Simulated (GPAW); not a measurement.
Computed F K edges (GPAW, LDA, full core hole (charged cell), supercells with 5.2 to 7.0 Å between holes, Gaussian full width 0.9 eV up to 4 eV, rising linearly to 3.5 eV at 25 eV) of these absorbers are given in random order:
A. ScF3 (R-3c): 2 Sc at 1.99 Å (bent, 149°, site symmetry 2)
B. ScF3 (Pm-3m): 2 Sc at 2.01 Å (linear, site symmetry 4/mmm)

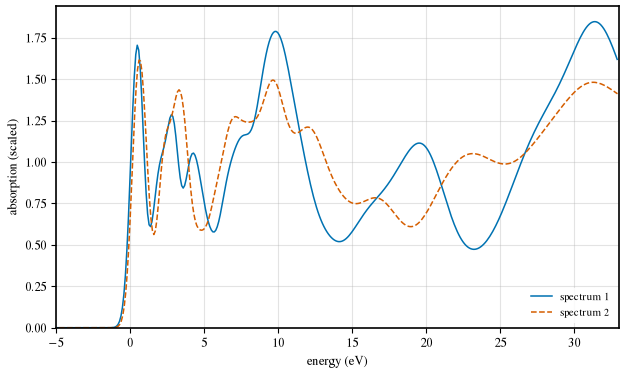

Energy from 680.4 eV of photon energy (total-energy differences plus the lowest empty eigenvalue of the charged cell, less 9.9 eV, the free-atom term for the hole's spin); mean of 1 over the first 20 eV. In the free atom LDA prices this hole about 5 eV below PBE, which is itself good to a few eV.

Q: Which spectrum belongs to which crystal?

Spectrum 1 is B (rising edge 680.3 eV, maxima 0.5 eV (1.70) and 9.8 eV (1.79) above its zero). Spectrum 2 is A (rising edge 680.4 eV, maxima 0.5 eV (1.62) and 9.5 eV (1.49) above its zero). After the best relative shift (up to 4 eV allowed) the shapes differ by 29 % r.m.s. (of the curve's own r.m.s. level). Between 0 and 20 eV on the axis shown, they part most near 3.4 eV, where ScF3 (R-3c) is higher by 0.5. The rising edges coincide within 0.3 eV. The computed edges of the forms differ. How much of a difference is left by the finite cells wasn't tested for these crystals.

 Lifetime broadening is put in by hand, and intensities beyond about 20 eV depend on it. Meshes are coarse enough for small ripples in ScF3 (R-3c) and ScF3 (Pm-3m). Some cells keep the holes under 6.5 Å apart, so shapes are probably not fully converged. The structures are entries of the Crystallography Open Database, used as given.

[Hosts, paths, dates, database ids (printed as entryN), source tags and the programs' standing remarks are cut or masked in the printed files.]
